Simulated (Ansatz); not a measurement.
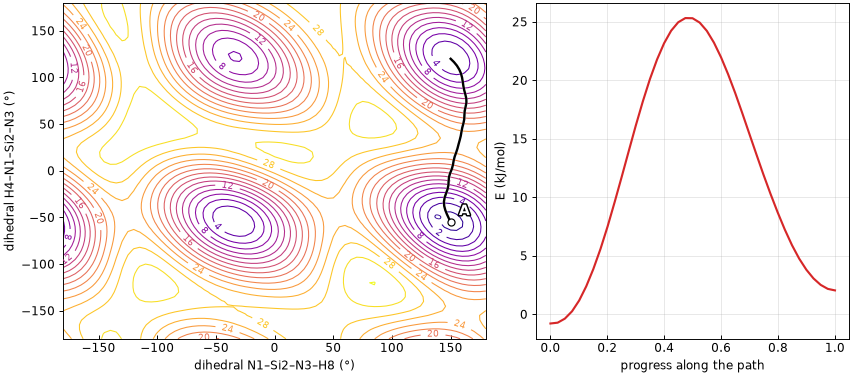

H6N2Si, SMILES N[SiH2]N. Coordinates scanned: (1) dihedral N1–Si2–N3–H8; (2) dihedral H4–N1–Si2–N3. Nothing is relaxed (all other coordinates rigid). The scan uses an 18 × 18 grid. All energies are given in kJ/mol relative to the lowest grid point. Theory: RHF/def2-SVP (Ansatz).

The picture shows contour lines labelled in kJ/mol (none above 32), a line along the lowest path, the energy along the path at the right, the start A. Between grid points the surface is interpolated.

### Describe the path and its barrier.

The easiest path leads from the well at about dihedral N1–Si2–N3–H8 = 150°, dihedral H4–N1–Si2–N3 = −55° to the well at about dihedral N1–Si2–N3–H8 = 150°, dihedral H4–N1–Si2–N3 = 120°, about 2.8 kJ/mol higher (on a rigid scan; wells that are mirror images or exchange like atoms can differ by this much). Its highest point lies about 26 kJ/mol above the bottom of the first well on the interpolated surface, at about dihedral N1–Si2–N3–H8 = 155°, dihedral H4–N1–Si2–N3 = 30°. Seen from the upper well the barrier is about 23 kJ/mol. The start is the relaxed structure and all else is held, so a fully relaxed path at this level can only be lower.
